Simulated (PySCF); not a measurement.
**C₄H₈OSi₂: density, localisation and related maps**

```yaml
atoms:
  - { symbol: C, position_ang: [2.9526, -0.2538, -1.0668] }
  - { symbol: C, position_ang: [1.9237, -0.1761, -0.4296] }
  - { symbol: C, position_ang: [0.6760, -0.0540, 0.2983] }
  - { symbol: C, position_ang: [-0.3813, -1.1383, -0.0398] }
  - { symbol: Si, position_ang: [-2.0563, -0.4702, 0.5467] }
  - { symbol: O, position_ang: [-1.7781, 1.1816, 0.3973] }
  - { symbol: Si, position_ang: [-0.2038, 1.6284, 0.0326] }
  - { symbol: H, position_ang: [3.8664, -0.3260, -1.6262] }
  - { symbol: H, position_ang: [0.8943, -0.0942, 1.3826] }
  - { symbol: H, position_ang: [-0.1066, -2.1161, 0.3866] }
  - { symbol: H, position_ang: [-0.4298, -1.2717, -1.1341] }
  - { symbol: H, position_ang: [-3.1967, -0.8928, -0.3145] }
  - { symbol: H, position_ang: [-2.3576, -0.8100, 1.9692] }
  - { symbol: H, position_ang: [0.2798, 2.6820, 0.9671] }
  - { symbol: H, position_ang: [-0.0944, 2.0934, -1.3791] }
```

Geometry: PBE0-D3(BJ)/def2-SVP.

Method: PBE0/pcSseg-1, SCF density, gas phase, non-relativistic in PySCF 2.14.0.

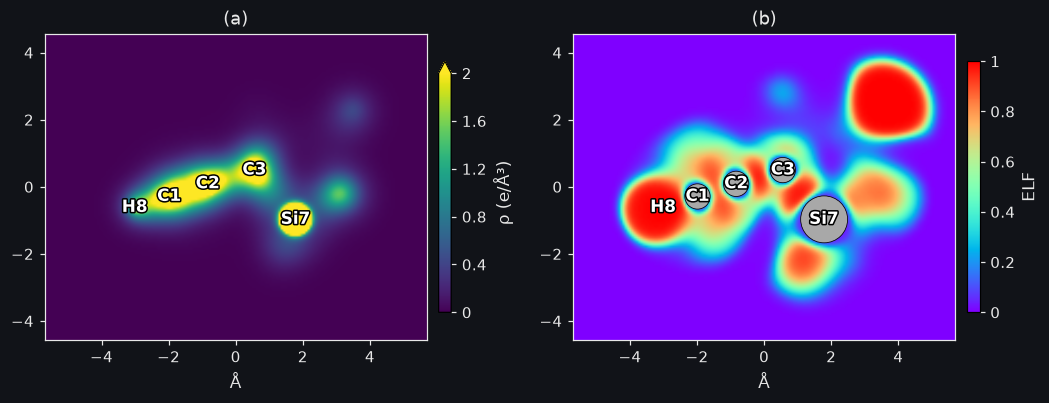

Figure 1. (a) total electron density; (b) ELF on the plane of atoms C2, C3 and Si7. Grey discs cover the atomic cores in the ELF map.

**Read the bonding off the picture.**

- The plane passes through C, Si and H nuclei.
- C–C (1.21 Å): ρ at the midpoint is about 2.7 e/Å³; the ELF peaks at about 0.85 between the atoms: a multiple bond.
- C–Si (1.92 Å): ρ at the midpoint is about 0.91 e/Å³; the ELF peaks at about 0.95 between the atoms, as expected for a covalent bond.
- C–H (1.07 Å): ρ at the midpoint is about 2 e/Å³; the ELF climbs to about 1 towards the hydrogen, as it does in any bond to H: an ordinary covalent bond to hydrogen.
- The ELF also peaks beside O6, away from the bonds: lone-pair regions.

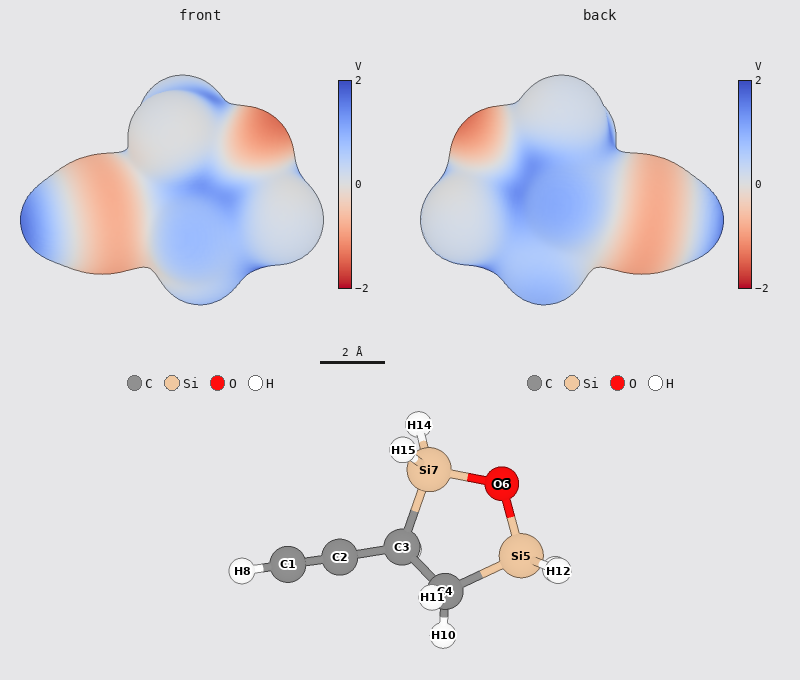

Figure 2. The molecular electrostatic potential painted on the density surface at 0.002 e/bohr³, seen from the front and from behind; the colour scale runs from red (negative) to blue (positive). The bare structure is drawn below in the same view.

**Where is the surface potential most negative and most positive?**

The most negative region (about −1.3 V, or −30 kcal/mol for a unit charge) lies over O6, the most positive (about +1.6 V, or +37 kcal/mol for a unit charge) over Si5 and H8. O6 is the likeliest acceptor of a hydrogen bond.

**What dipole moment does the calculation give?**

Its dipole moment is 1.06 D.
